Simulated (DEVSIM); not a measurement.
Structure: illuminated Si p-on-n cell, one wavelength, at 400 K.

| layer (left to right) | material | thickness (μm) | Nd (cm⁻³) | Na (cm⁻³) | τn (s) | τp (s) | absorption coefficient (cm⁻¹) |
|---|---|---|---|---|---|---|---|
| 1 | Si | 0.100 | - | 1e19 | 1.4e-6 | 3.6e-7 | 100 |
| 2 | Si | 38.0 | 5.1e18 | - | 1.7e-5 | 1.7e-5 | 100 |

Left contact: ohmic, minority electron recombination velocity 30 cm/s. Right contact: ohmic, minority hole recombination velocity 200 cm/s. Voltage is applied to the left contact. Recombination: SRH at mid-gap, radiative, Auger. Light enters at the left, 5.7e17 photons cm⁻² s⁻¹, one pass, no reflection. Mobility is μmin + (μ − μmin)/(1 + (N/Nref)^α).

The device is made up for the run: typed textbook-type constants, with dimensions and the other settings drawn at random. Values at 300 K; Nc and Nv go as T^1.5, mobilities as T to minus their exponent, the gap by Varshni's rule with the affinity fixed.

| parameter | Si |
|---|---|
| gap (eV) | 1.124 |
| affinity (eV) | 4.05 |
| permittivity | 11.7 |
| Nc (cm⁻³) | 2.86e19 |
| Nv (cm⁻³) | 3.1e19 |
| μn (cm²/Vs) | 1417 |
| μp (cm²/Vs) | 470 |
| μn,min | 52 |
| μp,min | 45 |
| Nref,n | 9.7e16 |
| Nref,p | 2.2e17 |
| αn | 0.68 |
| αp | 0.72 |
| T exponent of μn | 2.3 |
| T exponent of μp | 2.2 |
| B (cm³/s) | 4.7e-15 |
| Cn (cm⁶/s) | 2.8e-31 |
| Cp (cm⁶/s) | 9.9e-32 |
| Varshni α (eV/K) | 0.000473 |
| Varshni β (K) | 636 |

DEVSIM, 1D drift-diffusion, Boltzmann statistics, complete ionisation; no tunnelling, impact ionisation, image-force lowering or self-heating.

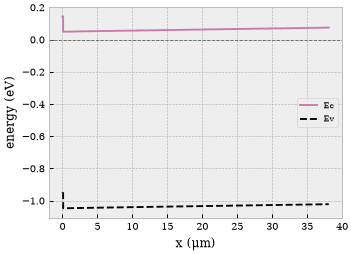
Fig. 1. Band edges at 0.9 V on the left contact, in the dark

Energies count from the Fermi level of the right contact; mesh points crowd at the junctions.

| x (μm) | Ec (eV) | Ev (eV) | n (cm⁻³) | p (cm⁻³) | field (V/cm) |
|---|---|---|---|---|---|
| 0.000 | 0.143 | -0.954 | 3.8e17 | 1.0e19 | 6100 |
| 0.02015 | 0.144 | -0.953 | 3.7e17 | 1.0e19 | ≈ 0 |
| 0.05000 | 0.144 | -0.953 | 3.7e17 | 1.0e19 | ≈ 0 |
| 0.07898 | 0.144 | -0.953 | 3.7e17 | 1.0e19 | ≈ 0 |
| 0.1054 | 0.052 | -1.045 | 5.3e18 | 7.2e17 | -16000 |
| 0.1349 | 0.049 | -1.048 | 5.8e18 | 6.6e17 | ≈ 0 |
| 0.1987 | 0.049 | -1.047 | 5.7e18 | 6.5e17 | ≈ 0 |
| 0.3895 | 0.049 | -1.047 | 5.7e18 | 6.3e17 | ≈ 0 |
| 0.7029 | 0.049 | -1.047 | 5.7e18 | 5.9e17 | ≈ 0 |
| 1.330 | 0.050 | -1.047 | 5.6e18 | 5.2e17 | ≈ 0 |
| 2.688 | 0.051 | -1.046 | 5.5e18 | 4.1e17 | ≈ 0 |
| 6.747 | 0.054 | -1.043 | 5.3e18 | 2.0e17 | ≈ 0 |
| 13.42 | 0.058 | -1.038 | 5.2e18 | 6.1e16 | ≈ 0 |
| 24.39 | 0.065 | -1.031 | 5.1e18 | 9.1e15 | ≈ 0 |
| 32.75 | 0.071 | -1.026 | 5.1e18 | 2.4e15 | ≈ 0 |
| 35.54 | 0.073 | -1.024 | 5.1e18 | 1.8e15 | ≈ 0 |
| 36.83 | 0.073 | -1.023 | 5.1e18 | 1.7e15 | ≈ 0 |
| 37.48 | 0.074 | -1.022 | 5.1e18 | 1.7e15 | ≈ 0 |
| 37.87 | 0.074 | -1.022 | 5.1e18 | 1.7e15 | ≈ 0 |
| 38.00 | 0.074 | -1.022 | 5.1e18 | 1.7e15 | ≈ 0 |
| 38.06 | 0.074 | -1.022 | 5.1e18 | 1.7e15 | ≈ 0 |
| 38.10 | 0.074 | -1.022 | 5.1e18 | 1.7e15 | 53 |
